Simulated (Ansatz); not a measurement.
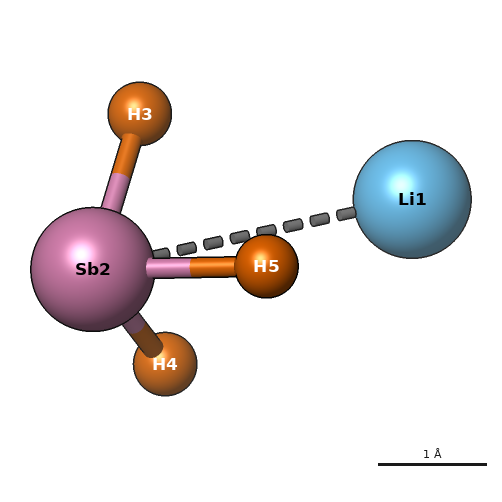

Two molecules or ions; the broken line marks their closest contact (measured against van der Waals radii). Charge +1, singlet. Geometry: a pair of rigid molecules at a changed separation. Program: Ansatz 0.2.0.

Question: Which two species are they?

Answer: Li and SbH3 (`[Li+].[SbH3]`).

Question: How long is the contact?

Answer: Li1···Sb2 is 3.47 Å.

Give the counterpoise-corrected interaction energy (kJ/mol, monomers kept as in the pair) with RHF-CCSD(T) (frozen core)/def2-TZVPPD; ωB97M-V/def2-TZVPPD.

```csv
level,interaction energy (kJ/mol)
RHF-CCSD(T) (frozen core)/def2-TZVPPD,−63.4
ωB97M-V/def2-TZVPPD,−68.5
```
